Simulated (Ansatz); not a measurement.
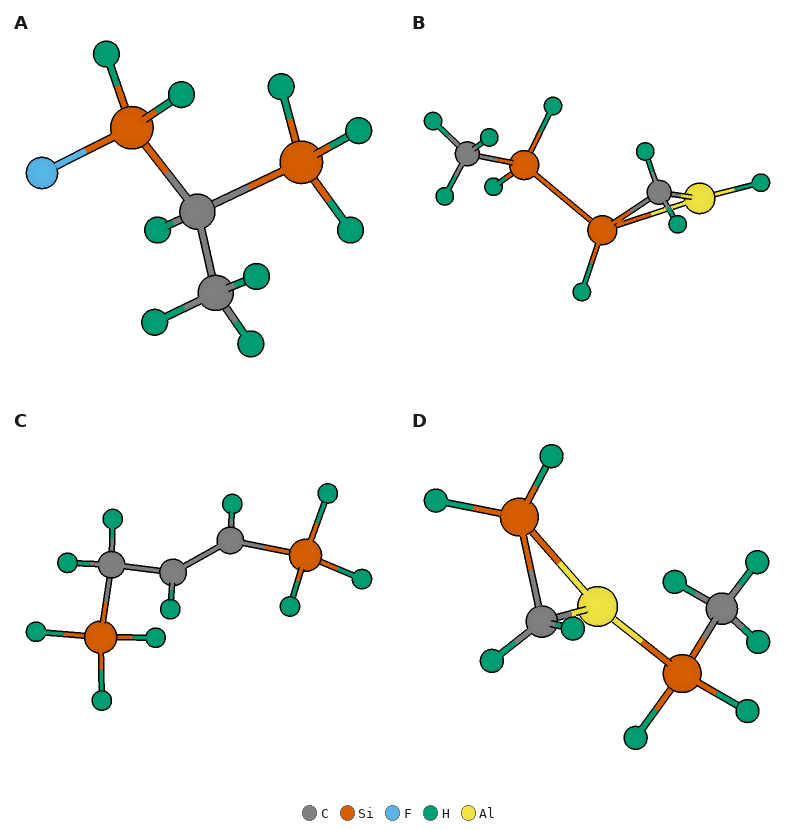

Simulated data, not a measurement (program: Ansatz).

```xyz
14
charge 0, multiplicity 1
C    -2.7885   -0.1184   -1.0775
Si   -1.2448   -1.1595   -0.8271
Al    0.5949    0.0391    0.2568
C     2.4895   -0.1368    0.7453
Si    1.9448    1.5911    1.3749
H    -2.5779    0.7404   -1.7180
H    -3.5788   -0.7094   -1.5460
H    -3.1606    0.2577   -0.1225
H    -0.7687   -1.6902   -2.1387
H    -1.5637   -2.3444    0.0247
H     3.2746   -0.1589   -0.0123
H     2.7330   -0.8525    1.5351
H     2.6121    2.7294    0.6850
H     2.0212    1.7830    2.8493
```

Which panel shows the molecule in this file?

Answer. D. The file holds C2H9AlSi2, `C[SiH2][Al]1[CH2][SiH2]1`.
